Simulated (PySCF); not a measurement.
Run report: Ge3H8O, excited-state calculation

- system: Ge3H8O
- method: TDDFT CAM-B3LYP/def2-SVPD, vertical, gas phase, core orbitals frozen in the response (PySCF 2.14.0)

The geometry comes from this level: PBE0-D3(BJ)/def2-SVP.

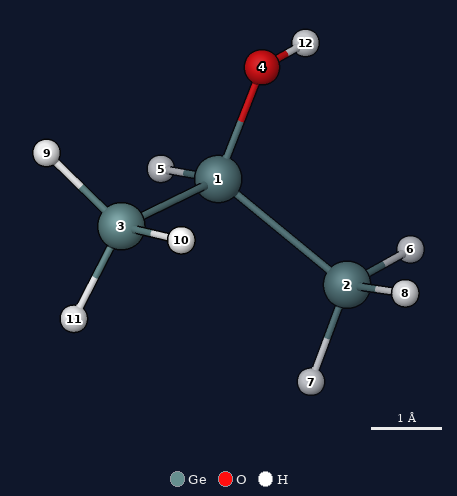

**Figure 1.** The structure (ball-and-stick view, seen at a tilt; atoms are numbered from 1 in the order of the input). Sticks mark near contacts. Bond lengths as drawn: Ge–Ge 2.42 to 2.43 Å, Ge–H 1.54 to 1.55 Å, Ge–O 1.80 Å and H–O 0.96 Å.

### Summary

```csv
quantity,value
outcome,converged
total energy,−6310.562654 hartree
HOMO,−8.82 eV
LUMO,0.27 eV
dipole moment,1.33 D
mean polarisability,106.61 a.u.
vertical ionisation energy,9.52 eV
lowest singlet excitation,5.87 eV
hardware,"1 CPU thread, shared host"
wall time,2.3 min
peak memory,1.1 GiB
```

### Notes

Spin–orbit coupling is left out, which matters for the heavy atoms.

### Input file
```
{"job": {"kind": "uv", "xc": "CAM-B3LYP", "basis": "def2-SVPD", "nstates": 6, "ntriplets": 2, "ip": true}, "charge": 0, "multiplicity": 1}
Ge     0.039827     0.538394     0.572159
Ge    -1.952794    -0.255067    -0.577030
Ge     1.946356    -0.911052     0.222484
O      0.547085     2.117034    -0.120467
H     -0.260960     0.715965     2.083033
H     -3.122215     0.735003    -0.401776
H     -2.386484    -1.625015    -0.019766
H     -1.663550    -0.403192    -2.082219
H      3.215264    -0.308087     0.848891
H      2.171374    -1.120228    -1.285210
H      1.666867    -2.279181     0.874185
H     -0.162283     2.768504    -0.096290
```

The first line tells a small driver script what to run in PySCF; the rest is the geometry in Å.

Launch command:
```bash
OMP_NUM_THREADS=1 python <driver script> task.json out
```

### Log
```
coarse grid: 47208 points
cycle   1  E = -6310.4266540503  dE = -1.822e+00  |g| = 9.334e-01  |ddm| = 3.610e+00
cycle   2  E = -6310.2719874282  dE =  1.547e-01  |g| = 1.309e+00  |ddm| = 1.846e+00
cycle   3  E = -6310.5588373394  dE = -2.868e-01  |g| = 1.532e-01  |ddm| = 1.120e+00
cycle   4  E = -6310.5624938569  dE = -3.657e-03  |g| = 3.712e-02  |ddm| = 1.550e-01
cycle   5  E = -6310.5626889427  dE = -1.951e-04  |g| = 3.841e-03  |ddm| = 4.459e-02
cycle   6  E = -6310.5626940166  dE = -5.074e-06  |g| = 7.280e-04  |ddm| = 1.043e-02
final grid: 93304 points
cycle   7  E = -6310.5626543757  dE = -2.228e-07  |g| = 5.356e-04  |ddm| = 3.018e-03
cycle   8  E = -6310.5626543682  dE =  7.511e-09  |g| = 6.459e-04  |ddm| = 1.182e-03
cycle   9  E = -6310.5626544391  dE = -7.085e-08  |g| = 8.340e-05  |ddm| = 5.485e-04
cycle  10  E = -6310.5626544407  dE = -1.656e-09  |g| = 2.558e-05  |ddm| = 1.066e-04
cycle  11  E = -6310.5626544409  dE = -1.819e-10  |g| = 9.442e-06  |ddm| = 5.039e-05
```

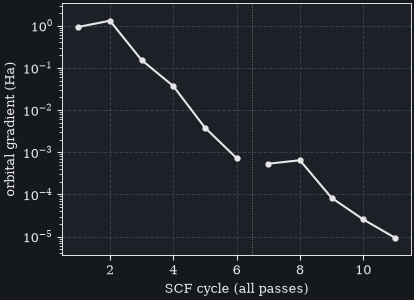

**Figure 2.** Convergence of the self-consistent field: orbital gradient against the SCF cycle. The dotted line marks the change from a coarse to the final integration grid. The first 6 cycles use a coarse grid, the final grid takes over at cycle 7, and the field converges after 11 cycles in all.

```
converged SCF energy = -6310.5626544409

Static polarisability (au): isotropic 106.606, principal 90.122 100.026 129.669

Singlet excitations
state   eV       nm        f      main configurations
  1   5.8691    211.2   0.01587   H->L 0.88
  2   6.4714    191.6   0.01870   H-1->L 0.83
  3   6.7148    184.6   0.37874   H->L+1 0.81
  4   6.8599    180.7   0.21418   H->L+2 0.86
  5   7.0439    176.0   0.13346   H->L+3 0.60, H->L+4 0.21
  6   7.2256    171.6   0.01063   H->L+4 0.53, H->L+3 0.25, H-1->L+3 0.10

Triplet excitations (Tamm-Dancoff, eV): 5.3612 5.8217
Vertical ionisation energy (delta-SCF) = 9.5206 eV
```

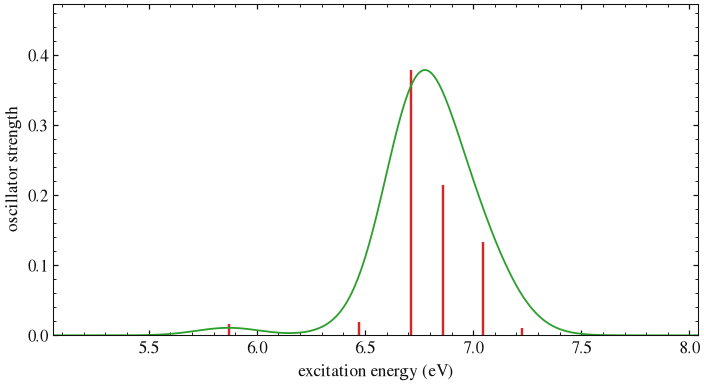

**Figure 3.** Computed excitations as sticks (degenerate states added up, dark ones marked on the axis), with a Gaussian envelope of 0.35 eV full width at half maximum, scaled to the tallest. Of the 6 states the lowest lies at 5.87 eV (f = 0.016); the strongest line is at 6.71 eV, or 185 nm (f = 0.379).

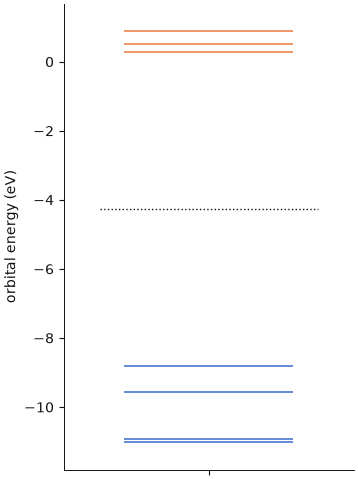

**Figure 4.** Orbital energies near the frontier; the dotted line parts filled from empty levels, and levels within 0.02 eV of each other stand side by side. Highest filled −8.82 eV, lowest empty 0.27 eV, 9.09 eV apart.
